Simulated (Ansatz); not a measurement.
# What SrB4 (built on the sites of a database entry of SrIn4) distorts into

Wanted: the energy along a soft mode of SrB4 (built on the sites of a database entry of SrIn4) and the structure at the end.

Main program and level: Ansatz 0.2.0; DFT PBEsol, scalar-relativistic, plane waves, PAW.

The structure was built from a prototype and need not be the compound's stable phase.

**1. The structure**

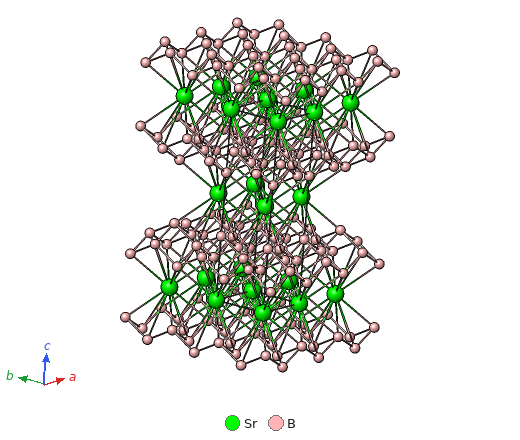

Start, viewed from a free direction; strontium green, boron pink. 2×2×1 cells are drawn. This picture shows the conventional cell, with its axes. Some periodic images of atoms are drawn too.

Coordinates:

```cif
data_structure
_symmetry_space_group_name_H-M 'I4/mmm'
_symmetry_Int_Tables_number 139
_cell_length_a 3.1457
_cell_length_b 3.1457
_cell_length_c 10.5222
_cell_angle_alpha 90.000
_cell_angle_beta 90.000
_cell_angle_gamma 90.000
_cell_volume 104.12
loop_
_atom_site_label
_atom_site_type_symbol
_atom_site_symmetry_multiplicity
_atom_site_Wyckoff_symbol
_atom_site_fract_x
_atom_site_fract_y
_atom_site_fract_z
_atom_site_occupancy
Sr1 Sr 2 a 0.00000 0.00000 0.00000 1
B1 B 4 d 0.50000 0.00000 0.25000 1
B2 B 4 e 0.00000 0.00000 0.33399 1
```

**2. Response at finite wavevector**

The cell comes from relaxations at this level that are not shown. Stability and thermal properties need the whole zone. Linear response on a 2×2×2 q mesh gives force constants as far as a supercell of that size would.

File input.yaml:

```yaml
crystal:
  lattice:
    - [-1.5728358157, 1.5728358157, 5.2610765084]
    - [1.5728358157, -1.5728358157, 5.2610765084]
    - [1.5728358157, 1.5728358157, -5.2610765084]
  atoms:
    - { symbol: Sr, position: [0.0, 0.0, 0.0] }
    - { symbol: B, position: [0.25, 0.75, 0.5] }
    - { symbol: B, position: [0.75, 0.25, 0.5] }
    - { symbol: B, position: [0.3339941831, 0.3339941831, 0.0] }
    - { symbol: B, position: [0.6660058169, 0.6660058169, 0.0] }
kpoints:
  mp_grid: { grid: [16, 16, 16] }
hamiltonian:
  xc: pbesol
scf:
  occupations: { method: methfessel_paxton, width: 0.2 }
output:
  eigenvalues: true
phonons:
  method: dfpt
  qmesh: [2, 2, 2]
  temperatures: { t_max: 1000, t_step: 50 }
  qpath:
    path:
      - [[0.0, 0.0, 0.0], [0.0, 0.0, 0.5], [0.25, 0.25, 0.25], [0.0, 0.5, 0.0], [0.0, 0.0, 0.0], [0.5, 0.5, -0.5], [0.27234383, 0.72765617, -0.27234383]]
      - [[-0.27234383, 0.27234383, 0.27234383], [0.0, 0.0, 0.0]]
      - [[0.0, 0.0, 0.5], [-0.04468765, 0.04468765, 0.5]]
      - [[0.5, 0.5, -0.04468765], [0.5, 0.5, -0.5]]
    npoints: 10
```

On the command line:

```bash
$ ansatz run input.yaml --threads 8 --pin off --max-ram 14336MiB --backend cpu --events-out ev --progress --plain --runs-dir out
```

Numbers of over 12 decimals in the logs are rounded to 6 here.

The log of the run:

```text
Warning: phonons: the dynamical matrix that this run interpolates holds no multipole term above the dipole-dipole one, and a site of this crystal is no centre of inversion, so its interpolated transverse optical and acoustic branches and sound speeds can stay off near Gamma, and the density of states and the thermodynamics with them. What a run solves at a wave vector of phonons.qpoints, Gamma apart, where the deck admits one, is free of this, and under fd what a larger phonons.supercell samples
Engine: ansatz 0.2.0, aarch64-unknown-linux-gnu
Pseudopotentials: kind: paw
Pseudopotential: Sr, paw, valence charge 10, recommended cutoff 420 eV (normal), Sr.paw.azcp
Pseudopotential: B, paw, valence charge 3, recommended cutoff 420 eV (normal), B.paw.azcp
Functional definition: PBEsol
  exchange = pbesol_x
  correlation = pbesol_c
Crystal: 5 atoms, lattice volume = 52.060 Å³
Basis set: ecut = 420 eV, 1037 PW (Γ), exchange–correlation on 80×80×80 points (8 copies of the dense FFT grid, shifted against one another)
Bands: 16, of which v1, the nominal top of the filled ones, is band 11 counted from 1 (10 counted from 0)
Symmetry: 16 space group operations
k-points: 349 of 4096
Non-local potential: Sr, projectors of the file, l = 0: 3, l = 1: 2, l = 2: 2
Non-local potential: B, projectors of the file, l = 0: 2, l = 1: 2, l = 2: 1
PAW form: soft (Blöchl's): semilocal exchange-correlation on the pseudo side does not see the compensation charge
PAW frozen core: Sr, regenerated for the run's functional, and the local potential with it (the file was generated under x = pbe(κ = 0.804, μ = 0.219515), c = pbe(β = 0.066725))
PAW frozen core: B, regenerated for the run's functional, and the local potential with it (the file was generated under x = pbe(κ = 0.804, μ = 0.219515), c = pbe(β = 0.066725))
PAW one-centre angular grid: Sr, 110 points (default); XC on 64 Gauss nodes
PAW one-centre angular grid: B, 110 points (default); XC on 64 Gauss nodes
Initial density: superposition of atomic densities (neutral atoms: chi_scale 0, normalization atom), corrected by the library's trained network
Initial wavefunctions: pseudopotential atomic-orbital guess
Functional: x = pbesol(κ = 0.804, μ = 0.123457), c = pbesol(β = 0.046)
SCF iter   1: F=—  HF=-4101.566248 eV  |F-HF|=—  |Δ(HF+E_count)|=         —  Δρ=5.47e-3  dr2=1.52e-2  ethr=1.77e-3  ⟨swp⟩=7.1  Hψ=37408  notcnv=0
preconditioner: auto → Kerker (q_TF=auto, 2.363 Å⁻¹)  [metal: Δε(μ)=0.002 eV  Ē_g=12.641 eV  σ=0.200 eV  W_gap=0.01  n_scr=10 (ndim 8)  ℏωp=23.0 eV  f_vac=0.000  D(μ)=2.05/eV (n_scr^D=12)]
SCF iter   2: F=—  HF=-4101.564058 eV  |F-HF|=—  |Δ(HF+E_count)|=   2.19e-3  S|Δr|=    0.00e0  Δρ=3.13e-3  dr2=5.86e-3  ethr=6.91e-5  ⟨swp⟩=2.4  Hψ=11187  notcnv=0
SCF iter   3: F=—  HF=-4101.562783 eV  |F-HF|=—  |Δ(HF+E_count)|=   1.28e-3  S|Δr|=    0.00e0  Δρ=4.42e-4  dr2=7.84e-5  ethr=2.66e-5  ⟨swp⟩=2.5  Hψ=7882  notcnv=0
SCF iter   4: F=—  HF=-4101.562797 eV  |F-HF|=—  |Δ(HF+E_count)|=   1.43e-5  S|Δr|=    0.00e0  Δρ=1.67e-4  dr2=1.16e-5  ethr=3.57e-7  ⟨swp⟩=2.1  Hψ=7994  notcnv=0
SCF iter   5: F=—  HF=-4101.562798 eV  |F-HF|=—  |Δ(HF+E_count)|=   1.09e-6  S|Δr|=    0.00e0  Δρ=2.43e-5  dr2=3.04e-7  ethr=5.26e-8  ⟨swp⟩=2.6  Hψ=8958  notcnv=0
SCF iter   6: F=—  HF=-4101.562798 eV  |F-HF|=—  |Δ(HF+E_count)|=   5.04e-7  S|Δr|=    0.00e0  Δρ=6.02e-6  dr2=2.03e-8  ethr=1.38e-9  ⟨swp⟩=2.5  Hψ=9119  notcnv=0
SCF iter   7: F=—  HF=-4101.562798 eV  |F-HF|=—  |Δ(HF+E_count)|=   3.85e-9  S|Δr|=    0.00e0  Δρ=1.00e-6  dr2=8.02e-10  ethr=9.21e-11  ⟨swp⟩=2.7  Hψ=9340  notcnv=0
SCF iter   8: F=—  HF=-4101.562798 eV  |F-HF|=—  |Δ(HF+E_count)|=  8.19e-12  S|Δr|=    0.00e0  Δρ=2.35e-7  dr2=5.49e-11  ethr=3.64e-12  ⟨swp⟩=2.5  Hψ=9294  notcnv=0
SCF iter   9: F=-4101.562798 eV  HF=-4101.562798 eV  |F-HF|=7.28e-12  |Δ(HF+E_count)|=  9.09e-13  S|Δr|=    0.00e0  Δρ=6.47e-8  dr2=9.81e-12  ethr=1.00e-12  ⟨swp⟩=7.1  Hψ=27492  notcnv=0
the search or the solves at the SCF's close seem to have found levels that the self-consistency loop had missed (the run counts 1). By its estimate they hold under 1e-12 electrons; where the run keeps them, the occupations were computed again with them
SCF 1 converged in 9 iterations: F = -4101.562798 eV  dr2 = 9.81e-12
  greatest PAW one-centre occupation: 0.987 electrons in one spin orbital (limit 2), on the Sr atom at site 0 (counted from 0), in its partial waves of l = 0
Initial density: read from a saved state, or passed on in memory by an earlier SCF of this step, an earlier step, the calling program or the single point that the run made first
iter 1 solved again at ethr=2.45e-6 eV; its pass at ethr=3.10e-3 eV (dr2=5.40e-4 eV) is discarded
SCF iter   1: F=—  HF=-4101.562798 eV  |F-HF|=—  |Δ(HF+E_count)|=         —  Δρ=1.87e-6  dr2=1.05e-9  ethr=2.45e-6  ⟨swp⟩=3.3  Hψ=53178  notcnv=0
eigensolver tolerance schedule: the retry pair's looser diagonalisation over-reported the residual by 512821.12 of it (diagonalisation noise at an unbounded share of the residual, at the tolerance the schedule requests for it); recorded, not acted on — ethr = c·dr2/N_el stays at c = 1.0e-1
preconditioner: auto → Kerker (q_TF=auto, 2.363 Å⁻¹)  [metal: Δε(μ)=0.002 eV  Ē_g=12.649 eV  σ=0.200 eV  W_gap=0.01  n_scr=10 (ndim 8)  ℏωp=23.0 eV  f_vac=0.000  D(μ)=2.04/eV (n_scr^D=12)]
SCF iter   2: F=—  HF=-4101.562798 eV  |F-HF|=—  |Δ(HF+E_count)|=   2.42e-7  S|Δr|=    0.00e0  Δρ=8.62e-7  dr2=2.16e-10  ethr=4.78e-12  ⟨swp⟩=4.7  Hψ=17739  notcnv=0
SCF iter   3: F=—  HF=-4101.562798 eV  |F-HF|=—  |Δ(HF+E_count)|=  2.55e-11  S|Δr|=    0.00e0  Δρ=5.88e-7  dr2=9.77e-11  ethr=1.00e-12  ⟨swp⟩=1.0  Hψ=5584  notcnv=0
SCF iter   4: F=—  HF=-4101.562798 eV  |F-HF|=—  |Δ(HF+E_count)|=  2.18e-11  S|Δr|=    0.00e0  Δρ=2.80e-7  dr2=2.38e-11  ethr=1.00e-12  ⟨swp⟩=1.0  Hψ=5584  notcnv=0
SCF iter   5: F=-4101.562798 eV  HF=-4101.562798 eV  |F-HF|=2.73e-12  |Δ(HF+E_count)|=  5.46e-12  S|Δr|=    0.00e0  Δρ=1.48e-7  dr2=6.81e-12  ethr=1.00e-12  ⟨swp⟩=3.7  Hψ=18514  notcnv=0
SCF 2 converged in 5 iterations: F = -4101.562798 eV  dr2 = 6.81e-12
phonons: the bands overlap, so this run is a metal and interpolates without the dipole-dipole term. If the crystal is really an insulator or semiconductor, its LO-TO splitting is missing
NSCF: frozen V_eff on 349 k-points
WARN: eigensolver did not converge in 47 slots of this pass, the one above among them; of largest residual over every band (k=241): 1 band(s) unlocked (lowest unlocked band 15, counted from 0; max residual 8.30e-5 eV among the unlocked bands, 8.30e-5 eV over every band); of lowest unlocked band (k=8): band 15
NSCF: frozen V_eff on 621 k-points
DFPT response loops at q = (0, 0, 0) (fractional): preconditioner auto → Kerker (q_TF=auto, 2.363 Å⁻¹) (partly filled bands, converged f_vac=0.000); β = 1.00, the filter's whole step (`scf.mixing.beta` (0.50) is not read by the response loops under this deck's `scf.mixing.preconditioner`; to damp them name `kerker` or `kerker_dos`, under which they read `scf.mixing.beta`, and type it under 1.00, their step now; both keys bind the ground state too); Broyden in place of MSR1
NSCF: frozen V_eff on 2196 k-points
DFPT response loops at q = (0, 0, -0.5) (fractional): mixed as the last ones told, above
NSCF: frozen V_eff on 2196 k-points
DFPT response loops at q = (0, -0.5, 0) (fractional): mixed as the last ones told, above
NSCF: frozen V_eff on 1242 k-points
DFPT response loops at q = (-0.5, -0.5, -0.5) (fractional): mixed as the last ones told, above
SCF converged after 9 iterations
Stability not checked: this state was not tested for a lower state beside it, because cold or Methfessel-Paxton smearing, or corrected tetrahedra, fill the levels in a way that the test cannot read (fill_not_monotonic; see scf.lower_state_search)
Free energy (F): -4101.562798 eV
Harris-Foulkes:  -4101.562798 eV  (|F-HF|=7.28e-12)
Internal energy: -4101.561867 eV  (E = F + TS)
E sigma→0 (E₀):  -4101.562565 eV
Entropy (-TS):   -0.000930 eV (-0.186 meV/atom)
Fermi energy:    11.236916 eV
--- Per-component energies (eV) ---
  E_band       = -2.358244
  E_kinetic    = 441.971197
  E_local      = -563.998318  (includes V_loc(G=0)·N_el)
  E_nonlocal   = 248.815184
  E_hartree    = 119.302770
  E_xc         = -300.927321
  E_vxc        = -315.827393  (∫ρ·V_xc dr)
  E_paw        = -2945.986565  (= ΣΔE_a)
  E_vpaw       = -51.924453  (= ΣTr[D̂ρ^β])
  E_aug_tail   = -0.000014  (compensation charges beyond the density's cutoff)
  E_ewald      = -1100.931991
  E_core_change = 0.193191  (= ΣΔE_core)
  E_smearing   = -0.000930  (= −TS)
  E_closure    = -0.000000  (closes the sum)
  Σ components = -4101.562798   (vs F -4101.562798, Δ=0.00e0)
--- Band table (eV; the first three rows and the last of 349) ---
  k-point 0: bands = [... 7 lower, 6.0054, 7.3542, 11.8692, 11.8718, 12.5150, 12.9726, 12.9726, 15.4009, ... 1 higher]
  k-point 1: bands = [... 7 lower, 5.8867, 7.5343, 11.4801, 12.2398, 12.5913, 12.7185, 13.3641, 15.5361, ... 1 higher]
  k-point 2: bands = [... 7 lower, 5.6767, 8.0071, 10.7789, 11.6044, 13.0638, 13.1954, 14.1425, 15.8621, ... 1 higher]
  k-point 348: bands = [... 7 lower, 6.1467, 10.2392, 10.8688, 10.9749, 12.0865, 12.5131, 12.5131, 14.2898, ... 1 higher]
--- Phonons (Γ-DFPT): 6 representative perturbations + reference (Σ response iterations 18) ---
  ASR residual: 2.099e-5 → 0.000e0 eV/Å²; symmetrization residual: 5.684e-7 eV/Å²
  ASR residual per site (eV/Å²): 2.10e-5 9.99e-6 9.99e-6 3.74e-6 3.74e-6
  Γ frequencies (cm⁻¹): -449.69 -449.69 0.00 0.00 0.00 212.24 230.80 230.80 254.97 596.42 634.60 667.47 667.47 747.59 747.59
--- Phonons (arbitrary-q DFPT): 4 irreducible q on the 2×2×2 mesh ---
  q = [0.0000, 0.0000, 0.0000] (star 1, of the zone-centre solve; hermiticity 9.99e-8, symmetrization 9.52e-15): -449.69 -449.69 -0.00 0.00 0.00 212.24 230.80 230.80 254.97 596.42 634.60 667.47 667.47 747.59 747.59
  q = [0.0000, 0.0000, -0.5000] (star 2, 6 solved perturbations in 5157 linear systems a pass and spin channel, the states on 1098 of 4096 k-point pairs; hermiticity 2.82e-7, symmetrization 1.11e-7): 61.18 149.11 160.39 180.59 182.64 406.72 414.17 555.18 557.32 569.86 571.20 602.74 625.00 684.60 687.96
  q = [0.0000, -0.5000, 0.0000] (star 4, 9 solved perturbations on 1098 of 4096 k-point pairs; hermiticity 1.54e-6, symmetrization 7.68e-7): -275.58 -244.91 66.17 118.12 154.20 254.25 283.94 329.07 353.55 582.85 599.94 672.03 687.54 688.27 694.79
  q = [-0.5000, -0.5000, -0.5000] (star 1, 6 solved perturbations in 2910 linear systems a pass and spin channel, the states on 621 of 4096 k-point pairs; hermiticity 1.03e-7, symmetrization 7.45e-14): -459.53 -459.53 128.45 128.48 128.48 190.74 194.47 194.47 265.86 578.78 662.74 662.74 687.17 749.06 749.06
  sum rule: each row above includes the acoustic sum rule's correction from the zone centre's row sums; it moved no ω² by more than (0.50 cm⁻¹)²
  mesh force constants: q→R imaginary residual 1.35e-17; ASR residual 2.099e-5 → 0.000e0 eV/Å²; symmetrization residual 7.105e-15 eV/Å²
  interpolated dispersion: 94 rows × 15 modes
  density of states and harmonic sums: on the 20×20×28 q-mesh, interpolated from the force constants of a 2×2×2 supercell (no non-analytic term)
  largest difference from the sums on the solved wave vectors: F 4.93e-2 eV, S 5.87e-5 and C_V 2.16e-5 eV/K
  zero-point energy: 0.344946 eV/cell   skipped modes (ω ≤ 0): 4670, of them read as no rigid motion or as one in doubt: 4667 (1.757e0 modes/cell left out, lowest -459.53 cm⁻¹)   left out of the sums: 1.17e-1 of the cell's modes: C_V's classical limit lies that fraction below 3 k_B per atom; for a crystal, a wire or a layer, F and S can be off by more, and a phonons.interpolated_qmesh denser along its periods is the remedy for the sampling
```

Elapsed: 6.2 min, on 8 threads of Arm Neoverse V1, shared host; peak memory 2.5 GiB.

Numbers from this step:

```
volume per atom                                         : 10.41 Å³
gap on the k-mesh                                       : 0 eV
sum-rule residual before enforcement                    : 2.10e-5 eV/Å²
lowest frequency on the path                            : -459.5 cm⁻¹
point group                                             : 4/mmm
highest frequency on the path or at a solved wavevector : 751.9 cm⁻¹
highest optical mode at the zone centre (no LO-TO term) : 747.6 cm⁻¹
lowest optical zone-centre mode                         : -449.7 cm⁻¹
lowest mode on the q mesh (acoustic modes at Γ apart)   : -459.5 cm⁻¹
```

Frequencies (cm⁻¹) solved at each irreducible wavevector; negative means imaginary. Frequencies by wavevector, by row:

```csv
q in reciprocal lattice units,star,mode 1,mode 2,mode 3,mode 4,mode 13,mode 14,mode 15
0 0 0,1,-449.7,-449.7,0,0,667.5,747.6,747.6
0 0 -0.5,2,61.2,149.1,160.4,180.6,625,684.6,688
0 -0.5 0,4,-275.6,-244.9,66.2,118.1,687.5,688.3,694.8
-0.5 -0.5 -0.5,1,-459.5,-459.5,128.4,128.5,687.2,749.1,749.1
```

Interpolated from a 2×2×2 q mesh, rough between the solved points. The phonon branches at the labelled points (cm⁻¹):

```csv
point,branch 1,branch 2,branch 3,branch 4,branch 12,branch 13,branch 14,branch 15
Γ,-450,-450,0,0,668,668,748,748
X,61,149,160,181,603,625,685,688
P,71,130,172,172,598,629,686,686
N,-276,-245,66,118,672,688,688,695
Γ,-450,-450,0,0,668,668,748,748
M,-460,-460,128,128,663,687,749,749
S,-290,-230,76,118,664,685,698,698
jump to S0,-290,-230,76,118,664,685,698,698
Γ,-450,-450,0,0,668,668,748,748
jump to X,61,149,160,181,603,625,685,688
R,57,129,172,180,603,632,688,688
jump to G′,57,129,172,180,603,632,688,688
M,-460,-460,128,128,663,687,749,749
```

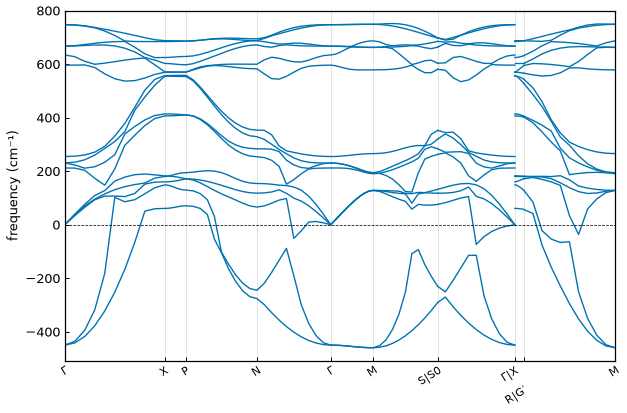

Phonon branches along the path.

Symmetry leaves 4 wavevectors to solve. The lowest mode among them, the acoustic zeros apart, lies at q = (-0.5, -0.5, -0.5) and is imaginary, 459.5i cm⁻¹, so the energy falls along it.

**3. The mode frozen in, largest atomic shift 0 Å**

The mode followed lies at q = (-0.5, -0.5, -0.5) with frequency 459.5i cm⁻¹ and is 2-fold degenerate, the softest among the wavevectors solved. At small amplitude the distorted cell has space group no. 59 by a symmetry search on the positions. The undistorted cell that holds it gives the zero of energy on the same k mesh.

System of this step: SrB4 (built on the sites of a database entry of SrIn4). Symmetry: I4/mmm, No. 139, tetragonal system. The conventional cell has a = 3.146 Å, b = 3.146 Å, c = 10.522 Å, α = 90.00°, β = 90.00°, γ = 90.00°. Nearest to Sr lie 16 B at 2.83 to 3.06 Å and 4 Sr at 3.15 Å. Nearest to B lie 8 B at 1.80 to 2.22 Å and 4 Sr at 3.06 Å. Nearest to B lie 8 B at 1.80 to 2.84 Å and 4 Sr at 2.83 Å. Farther neighbours are not listed.

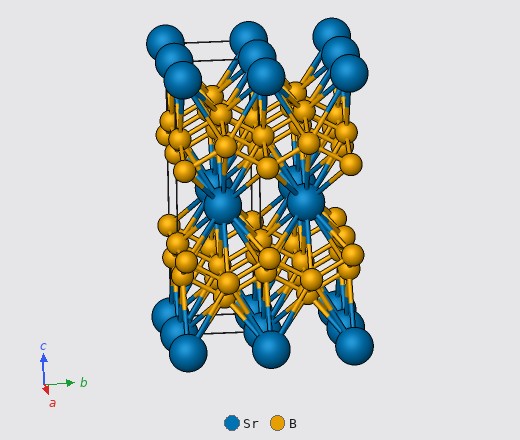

The cell of this step (strontium blue, boron orange). 2×2×1 cells are drawn. Some periodic images of atoms are drawn too.

File input.yaml:

```yaml
crystal:
  lattice:
    - [0.0, -3.1456716314, 0.0]
    - [-3.1456716314, 0.0, 0.0]
    - [0.0, 0.0, -10.5221530169]
  atoms:
    - { symbol: Sr, position: [0.5, 0.5, 0.5] }
    - { symbol: Sr, position: [1.0, 1.0, 0.0] }
    - { symbol: B, position: [0.5, 1.0, 0.25] }
    - { symbol: B, position: [0.0, 0.5, 0.75] }
    - { symbol: B, position: [1.0, 0.5, 0.25] }
    - { symbol: B, position: [0.5, 0.0, 0.75] }
    - { symbol: B, position: [0.5, 0.5, 0.1660058169] }
    - { symbol: B, position: [1.0, 1.0, 0.6660058169] }
    - { symbol: B, position: [0.0, 0.0, 0.3339941831] }
    - { symbol: B, position: [0.5, 0.5, 0.8339941831] }
kpoints:
  mp_grid: { grid: [12, 12, 4] }
hamiltonian:
  xc: pbesol
scf:
  occupations: { method: methfessel_paxton, width: 0.2 }
output:
  forces: true
  stress: true
  eigenvalues: true
```

The log of the run:

```text
[...]
Crystal: 10 atoms, lattice volume = 104.119 Å³
Basis set: ecut = 420 eV, 2051 PW (Γ), exchange–correlation on 48×48×144 points (8 copies of the dense FFT grid, shifted against one another)
Bands: 32, of which v1, the nominal top of the filled ones, is band 22 counted from 1 (21 counted from 0)
Symmetry: 32 space group operations
[...]
k-points: 84 of 576
[...]
k-point 0: bands = [... 18 lower, 10.8693, 10.9766, 11.8632, 11.8811, 12.0989, 12.5197, 12.5197, 12.5305, ... 6 higher]
  k-point 1: bands = [... 18 lower, 11.0332, 11.4833, 11.7227, 12.2114, 12.3637, 12.4481, 12.5863, 12.5863, ... 6 higher]
  k-point 2: bands = [... 18 lower, 11.2027, 11.2027, 12.2475, 12.2475, 12.7487, 12.7487, 12.7487, 12.7487, ... 6 higher]
  k-point 83: bands = [... 18 lower, 7.5249, 7.5249, 7.7345, 7.7345, 10.7130, 10.7130, 16.0294, 16.0294, ... 6 higher]
[key lines of the parts left out:]
SCF converged after 6 iterations
Free energy (F): -8203.128269 eV
Fermi energy:    11.239999 eV
P = ⅓ Tr σ = 0.0727 GPa (0.727 kbar)
```

The job ended after 2.4 s (8 threads; peak memory 0.61 GiB; 17 s of CPU time).

This step gave:

| Quantity | Value |
| --- | --- |
| pressure | 0.07268 GPa |
| energy from the undistorted cell | 0 meV/atom |

The run ends at a pressure of 0.07 GPa, with forces up to 0.053 eV/Å.

**4. The mode frozen in, largest atomic shift 0.22 Å**

The atoms are moved along the unstable eigenvector, the largest shift by 0.22 Å, with the cell fixed.

input.yaml, the sections that differ from step 3:

```yaml
crystal:
  lattice:
    - [0.0, -3.1456716314, 0.0]
    - [-3.1456716314, 0.0, 0.0]
    - [0.0, 0.0, -10.5221530169]
  atoms:
    - { symbol: Sr, position: [0.5, 0.4986123946, 0.5] }
    - { symbol: Sr, position: [1.0, 1.0013876054, 0.0] }
    - { symbol: B, position: [0.5, 1.0699373698, 0.25] }
    - { symbol: B, position: [0.0, 0.4300626302, 0.75] }
    - { symbol: B, position: [1.0, 0.4300626302, 0.25] }
    - { symbol: B, position: [0.5, 0.0699373698, 0.75] }
    - { symbol: B, position: [0.5, 0.5545376566, 0.1660058169] }
    - { symbol: B, position: [1.0, 0.9454623434, 0.6660058169] }
    - { symbol: B, position: [0.0, -0.0545376566, 0.3339941831] }
    - { symbol: B, position: [0.5, 0.5545376566, 0.8339941831] }
# kpoints, hamiltonian, scf, output: as in step 3
```

The log of the run:

```text
[...]
Crystal: 10 atoms, lattice volume = 104.119 Å³
Basis set: ecut = 420 eV, 2051 PW (Γ), exchange–correlation on 48×48×144 points (8 copies of the dense FFT grid, shifted against one another)
Bands: 32, of which v1, the nominal top of the filled ones, is band 22 counted from 1 (21 counted from 0)
Symmetry: 8 space group operations
[...]
k-points: 147 of 576
[...]
k-point 0: bands = [... 18 lower, 10.0014, 10.3510, 10.8447, 11.4874, 11.9143, 12.2969, 12.8179, 13.4210, ... 6 higher]
  k-point 1: bands = [... 18 lower, 9.8696, 9.9519, 11.4721, 11.7892, 11.8167, 12.4859, 12.9007, 13.3262, ... 6 higher]
  k-point 2: bands = [... 18 lower, 9.8548, 9.8548, 11.6455, 11.6455, 12.8971, 12.8971, 12.9243, 12.9243, ... 6 higher]
  k-point 146: bands = [... 18 lower, 7.6962, 7.6962, 7.7348, 7.7348, 10.5588, 10.5588, 15.6744, 15.6744, ... 6 higher]
[key lines of the parts left out:]
SCF converged after 6 iterations
Free energy (F): -8204.047428 eV
Fermi energy:    11.249640 eV
P = ⅓ Tr σ = -0.4082 GPa (-4.082 kbar)
```

Elapsed: 4.1 s, on 8 threads; peak memory 0.72 GiB.

Numbers from this step:

- pressure: -0.4082 GPa
- energy from the undistorted cell: -92.03 meV/atom

The energy, extrapolated to zero smearing, is -92.03 meV/atom against the undistorted cell.

The run ends at a pressure of -0.41 GPa, with forces up to 1.4 eV/Å.

(Part 1 of 2 ends here.)

[Logs are printed without paths, hosts, clocks, repeated set-up lines and the standing remarks that a program may print on its own settings, such as how far it seeks lower states.]

[Hosts, paths, dates, database ids (printed as entryN), source tags and the programs' standing remarks are cut or masked in the printed files.]
